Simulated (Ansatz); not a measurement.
C2H9NSiTe: several calculations on one system

### Relaxation

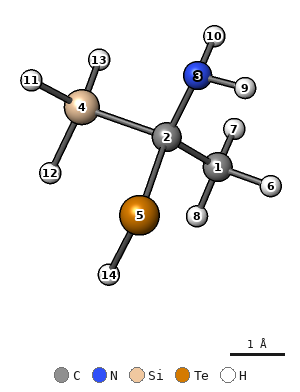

This is the input geometry for a relaxation of C$_{2}$H$_{9}$NSiTe. The picture is a ball-and-stick view, seen at a tilt.

The run prepares an end point of a later path (torsion) calculation, from a guessed geometry.

The calculation used RKS BLYP-D4/def2-SVP in Ansatz 0.2.0.

Input file:
```yaml
crystal:
  periodic: [false, false, false]
  atoms:
    - { symbol: C, position_ang: [-0.8303, 0.7949, 0.6712] }
    - { symbol: C, position_ang: [0.163, 0.227, -0.283] }
    - { symbol: "N", position_ang: [1.3991, 0.9627, -0.2184] }
    - { symbol: Si, position_ang: [0.5384, -1.5614, 0.156] }
    - { symbol: Te, position_ang: [-0.5601, 0.2969, -2.3238] }
    - { symbol: H, position_ang: [-1.0672, 1.9154, 0.3844] }
    - { symbol: H, position_ang: [-0.4993, 0.8067, 1.7165] }
    - { symbol: H, position_ang: [-1.7996, 0.3016, 0.5799] }
    - { symbol: H, position_ang: [1.2705, 1.969, -0.4536] }
    - { symbol: H, position_ang: [1.7614, 0.986, 0.8128] }
    - { symbol: H, position_ang: [1.4431, -2.1465, -0.7434] }
    - { symbol: H, position_ang: [-0.7781, -2.3121, 0.0719] }
    - { symbol: H, position_ang: [0.9231, -1.635, 1.521] }
    - { symbol: H, position_ang: [-1.9771, -0.6345, -1.8626] }
basis:
  gaussian: { orbitals: def2-SVP }
hamiltonian:
  xc: blyp
  dispersion: d4
relax:
  f_tol: 0.015
  max_steps: 40
```

Launched with:
```bash
ansatz run input.yaml --threads 2 --pin off --max-ram 3072MiB --backend cpu --events-out ev --progress --plain --runs-dir out
```

Where does the relaxation end?

The energy falls by 60.4 kJ/mol in 7 accepted moves (8 points after the start). The largest force component goes from 2.5 to 0.012 eV/Å. The line search rejected the trial step at point 3 of the run. The largest move after the best rigid fit is that of H14, 0.47 Å. By element the largest moves are H 0.47 Å, Te 0.14 Å, C 0.13 Å, Si 0.08 Å, N 0.05 Å. Some distances before and after: C2–Te5 2.166 → 2.291 Å, Si4–H13 1.420 → 1.512 Å, Si4–H11 1.403 → 1.494 Å, C1–H6 1.181 → 1.110 Å. Bond angles that change, for instance: H11–Si4–H13 114.8° → 108.5°, N3–C2–Te5 108.2° → 102.8°, C2–C1–H7 114.4° → 109.3°. Cost: 58 s on 2 threads of Arm Neoverse N1, on a shared host, peak memory 0.18 GiB.

History of the run:

```json
{"step": "0", "E − E(0), kJ/mol": "0.00", "largest force component, eV/Å": "2.4775", "note": ""}
{"step": "1", "E − E(0), kJ/mol": "-50.00", "largest force component, eV/Å": "1.0902", "note": ""}
{"step": "2", "E − E(0), kJ/mol": "-58.16", "largest force component, eV/Å": "0.3232", "note": ""}
{"step": "3", "E − E(0), kJ/mol": "-57.87", "largest force component, eV/Å": "0.3348", "note": "rejected"}
{"step": "4", "E − E(0), kJ/mol": "-59.43", "largest force component, eV/Å": "0.1323", "note": ""}
{"step": "5", "E − E(0), kJ/mol": "-60.08", "largest force component, eV/Å": "0.1385", "note": ""}
{"step": "6", "E − E(0), kJ/mol": "-60.35", "largest force component, eV/Å": "0.0253", "note": ""}
{"step": "7", "E − E(0), kJ/mol": "-60.38", "largest force component, eV/Å": "0.0230", "note": ""}
{"step": "8", "E − E(0), kJ/mol": "-60.39", "largest force component, eV/Å": "0.0116", "note": ""}
```

Final geometry:

```xyz
14

C    -0.9504    0.8321    0.6650
C     0.1635    0.2230   -0.2032
N     1.4041    0.9848   -0.2577
Si    0.5421   -1.6087    0.2206
Te   -0.5052    0.1878   -2.3941
H    -1.1850    1.8689    0.3444
H    -0.6108    0.8710    1.7248
H    -1.8889    0.2440    0.6302
H     1.2196    1.9958   -0.3333
H     1.9748    0.8374    0.5871
H     1.5515   -2.1857   -0.7182
H    -0.7266   -2.4031    0.1972
H     1.1086   -1.6517    1.6213
H    -2.1105   -0.2248   -2.0552
```

After the run, drawn alike:

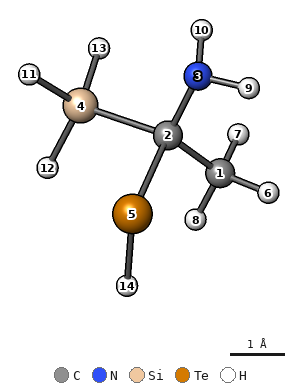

### Relaxation

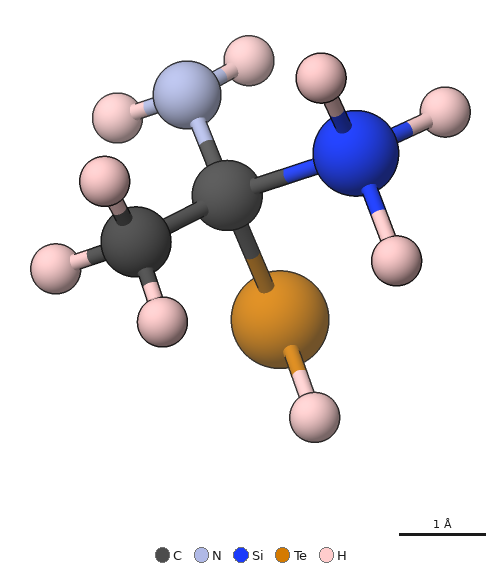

C2H9NSiTe, before the relaxation. The picture is a ball-and-stick view, seen at a tilt.

The run prepares an end point of a later path (torsion) calculation, from a guessed geometry.

Theory: RKS BLYP-D4/def2-SVP in Ansatz 0.2.0.

The input:
```yaml
crystal:
  periodic: [false, false, false]
  atoms:
    - { symbol: C, position_ang: [-0.8303, 0.7949, 0.6712] }
    - { symbol: C, position_ang: [0.163, 0.227, -0.283] }
    - { symbol: "N", position_ang: [1.3991, 0.9627, -0.2184] }
    - { symbol: Si, position_ang: [0.5384, -1.5614, 0.156] }
    - { symbol: Te, position_ang: [-0.5601, 0.2969, -2.3238] }
    - { symbol: H, position_ang: [-1.0672, 1.9154, 0.3844] }
    - { symbol: H, position_ang: [-0.4993, 0.8067, 1.7165] }
    - { symbol: H, position_ang: [-1.7996, 0.3016, 0.5799] }
    - { symbol: H, position_ang: [2.11288, 0.59104, -0.87937] }
    - { symbol: H, position_ang: [1.23796, 1.98655, -0.56617] }
    - { symbol: H, position_ang: [1.4431, -2.1465, -0.7434] }
    - { symbol: H, position_ang: [-0.7781, -2.3121, 0.0719] }
    - { symbol: H, position_ang: [0.9231, -1.635, 1.521] }
    - { symbol: H, position_ang: [-1.9771, -0.6345, -1.8626] }
basis:
  gaussian: { orbitals: def2-SVP }
hamiltonian:
  xc: blyp
  dispersion: d4
relax:
  f_tol: 0.015
  max_steps: 40
```

Command:
```bash
ansatz run input.yaml --threads 2 --pin off --max-ram 3072MiB --backend cpu --events-out ev --progress --plain --runs-dir out
```

### What does the optimiser find from here?

The atom that moves furthest after the best rigid fit is H14 (0.35 Å). Largest moves by element: H 0.35 Å, Te 0.27 Å, C 0.09 Å, Si 0.06 Å, N 0.03 Å. Some distances before and after: C2–Te5 2.166 → 2.411 Å, Si4–H11 1.403 → 1.498 Å, Si4–H13 1.420 → 1.507 Å, C1–H6 1.181 → 1.110 Å. Bond angles that change, for instance: C2–Te5–H14 90.3° → 96.6°, H9–N3–H10 103.5° → 109.7°, H11–Si4–H13 114.8° → 108.6°. Over 8 geometry steps the energy falls by 62.0 kJ/mol. The largest force component goes from 2.6 to 0.009 eV/Å.

The structure at the end:

```xyz
14

C    -0.8567    0.8821    0.6608
C     0.2014    0.2246   -0.2290
N     1.4078    0.9768   -0.2374
Si    0.5357   -1.6162    0.1787
Te   -0.7266    0.1331   -2.4522
H    -1.0693    1.9210    0.3327
H    -0.4836    0.9210    1.7080
H    -1.8111    0.3238    0.6459
H     2.1602    0.5879   -0.8155
H     1.2837    1.9746   -0.4537
H     1.6321   -2.1159   -0.7122
H    -0.7126   -2.4177   -0.0080
H     0.9871   -1.7371    1.6117
H    -2.2422   -0.4648   -2.0055
```

The end point in the same view:

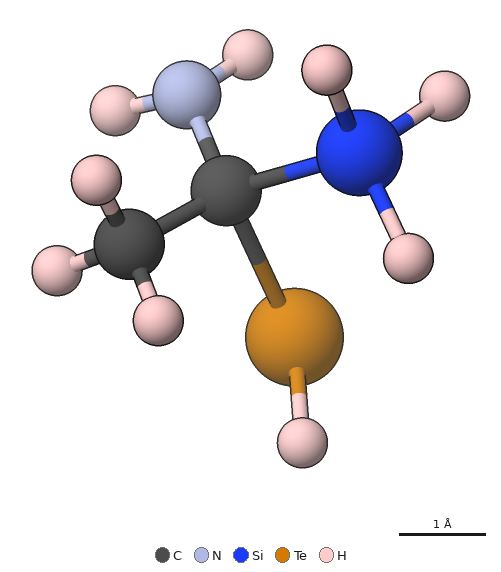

### Path

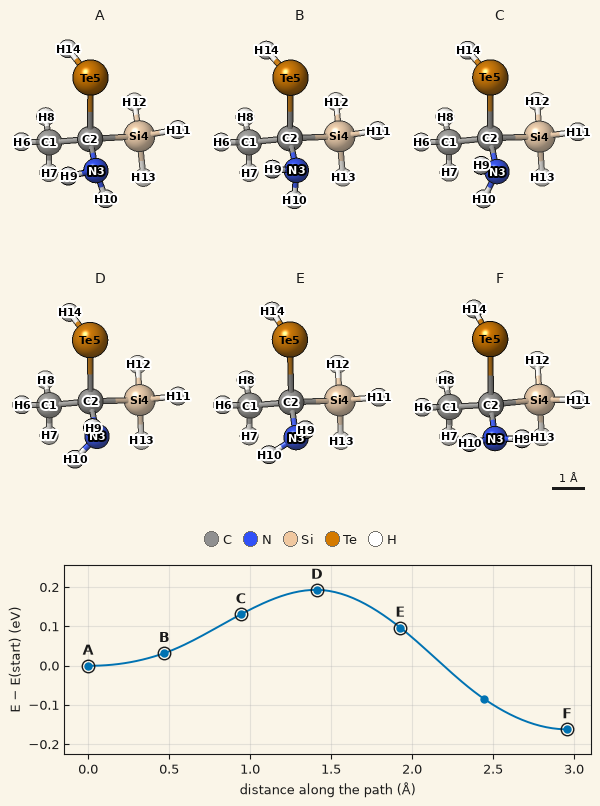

A search for the minimum-energy path of C2H9NSiTe by the nudged elastic band. Images are numbered from 0 (start) to 6 (end). Frames A to F are images 0, 1, 2, 3, 4, 6. The picture is a ball-and-stick view, seen at a tilt.

The calculation used RKS BLYP-D4/def2-SVP (Ansatz 0.2.0).

The input:
```yaml
crystal:
  periodic: [false, false, false]
  atoms:
    - { symbol: C, position_ang: [-0.950218, 0.833065, 0.663959] }
    - { symbol: C, position_ang: [0.163665, 0.222801, -0.203307] }
    - { symbol: "N", position_ang: [1.404719, 0.983868, -0.257917] }
    - { symbol: Si, position_ang: [0.541214, -1.608776, 0.22205] }
    - { symbol: Te, position_ang: [-0.504156, 0.186234, -2.394468] }
    - { symbol: H, position_ang: [-1.184111, 1.869773, 0.342524] }
    - { symbol: H, position_ang: [-0.611008, 0.872638, 1.723956] }
    - { symbol: H, position_ang: [-1.88905, 0.245412, 0.629334] }
    - { symbol: H, position_ang: [1.220785, 1.994883, -0.33435] }
    - { symbol: H, position_ang: [1.97501, 0.836767, 0.587254] }
    - { symbol: H, position_ang: [1.550613, -2.187083, -0.715987] }
    - { symbol: H, position_ang: [-0.72789, -2.402551, 0.198721] }
    - { symbol: H, position_ang: [1.107169, -1.651069, 1.622996] }
    - { symbol: H, position_ang: [-2.109842, -0.225261, -2.055865] }
basis:
  gaussian: { orbitals: def2-SVP }
hamiltonian:
  xc: blyp
  dispersion: d4
neb:
  order_check: false
  images: 5
  f_tol: 0.05
  max_iterations: 60
  initial_path: idpp
  final_atoms:
    - { symbol: C, position_ang: [-0.95478518, 0.83025921, 0.78932873] }
    - { symbol: C, position_ang: [0.1792126, 0.2619351, -0.06779894] }
    - { symbol: "N", position_ang: [1.36460337, 1.03523685, 0.06669923] }
    - { symbol: Si, position_ang: [0.52833441, -1.59779115, 0.22573875] }
    - { symbol: Te, position_ang: [-0.58676669, 0.32105284, -2.35294306] }
    - { symbol: H, position_ang: [-1.16877967, 1.88673268, 0.52453452] }
    - { symbol: H, position_ang: [-0.65769946, 0.79699191, 1.86075554] }
    - { symbol: H, position_ang: [-1.89198289, 0.25675861, 0.6641751] }
    - { symbol: H, position_ang: [2.16519447, 0.70537011, -0.48264046] }
    - { symbol: H, position_ang: [1.23199312, 2.04394589, -0.08356442] }
    - { symbol: H, position_ang: [1.69671024, -2.00798425, -0.61807835] }
    - { symbol: H, position_ang: [-0.68389976, -2.4063361, -0.10958878] }
    - { symbol: H, position_ang: [0.88007731, -1.81810277, 1.67474407] }
    - { symbol: H, position_ang: [-2.11531187, -0.33736795, -2.06246195] }
```

Launched with:
```bash
ansatz run input.yaml --threads 2 --pin off --max-ram 3072MiB --backend cpu --events-out ev --progress --plain --runs-dir out
```

What happens along the path, and what is the barrier?

Answer. The energy climbs by 0.193 eV to image 3 and then falls by 0.355 eV, so the end point sits at −0.162 eV. The motion is a rotation about the C2–N3 bond by about 135°. No bond forms or breaks between the ends. Among the angles between lasting bonds that change up to the highest image: N3–C2–Te5 102.8° → 107.8°, N3–C2–Si4 109.8° → 106.1°. The band converged in 7 iterations, with a climbing image at the top. At the top, the vibrational analysis gives one imaginary mode (382i cm⁻¹), as a transition state must have.

The run took 3.8 min on 2 threads of Arm Neoverse N1, on a shared host, peak memory 0.19 GiB.
